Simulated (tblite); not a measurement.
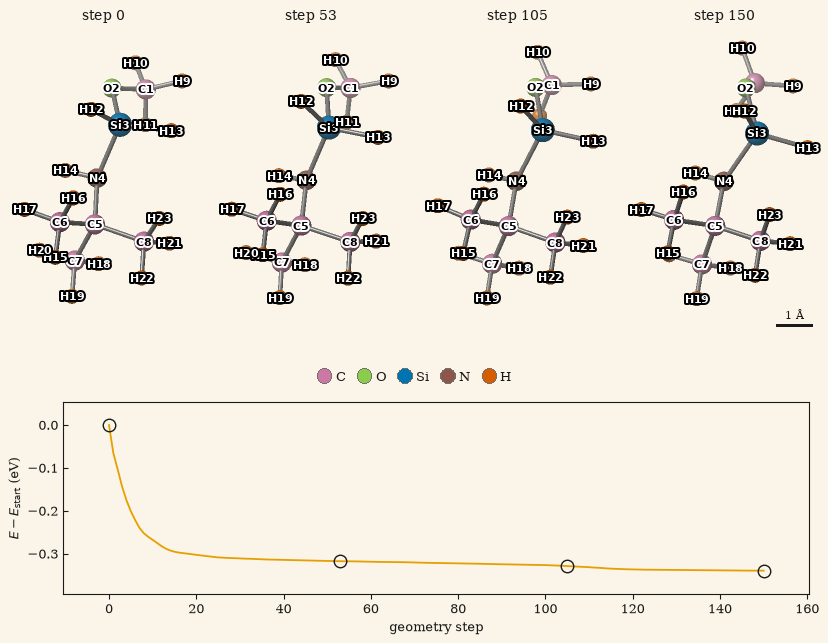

Frames of a relaxation of C5H15NOSi, marked on the history of the run. A ball-and-stick model, seen from a free direction.

Method: GFN2-xTB geometry optimisation, gas phase (tblite). 

Describe the path.

Answer. Over 150 geometry steps the energy falls by 0.339 eV. The largest move after the best rigid fit is that of H11, 0.93 Å. Largest moves by element: H 0.93 Å, Si 0.51 Å, O 0.48 Å, C 0.38 Å, N 0.18 Å. Some distances before and after: C1–O2 1.431 → 1.391 Å, O2–Si3 1.650 → 1.625 Å, N4–C5 1.474 → 1.452 Å, C6–H16 1.109 → 1.087 Å. Among the angles between lasting bonds that change: O2–Si3–H12 110.5° → 97.3°, N4–Si3–H12 106.9° → 118.2°, C1–O2–Si3 118.1° → 128.3°. From step 0 to 53: H14 moves most (0.34 Å), energy −0.317 eV. From step 53 to 105: H11 moves most (0.44 Å), energy −0.011 eV. From step 105 to 150: H12 moves most (0.48 Å), energy −0.011 eV.

| step | E − E(0), eV |
| --- | --- |
| 0 | 0.0000 |
| 1 | -0.0655 |
| 2 | -0.1037 |
| 3 | -0.1434 |
| 4 | -0.1752 |
| 5 | -0.2007 |
| 6 | -0.2215 |
| 7 | -0.2398 |
| 8 | -0.2522 |
| 9 | -0.2604 |
| 10 | -0.2674 |
| 17 | -0.2985 |
| 25 | -0.3084 |
| 32 | -0.3115 |
| 39 | -0.3139 |
| 47 | -0.3160 |
| 54 | -0.3173 |
| 62 | -0.3188 |
| 69 | -0.3199 |
| 76 | -0.3215 |
| 84 | -0.3230 |
| 91 | -0.3246 |
| 98 | -0.3257 |
| 106 | -0.3291 |
| 113 | -0.3333 |
| 121 | -0.3366 |
| 128 | -0.3373 |
| 135 | -0.3381 |
| 143 | -0.3388 |
| 150 | -0.3393 |
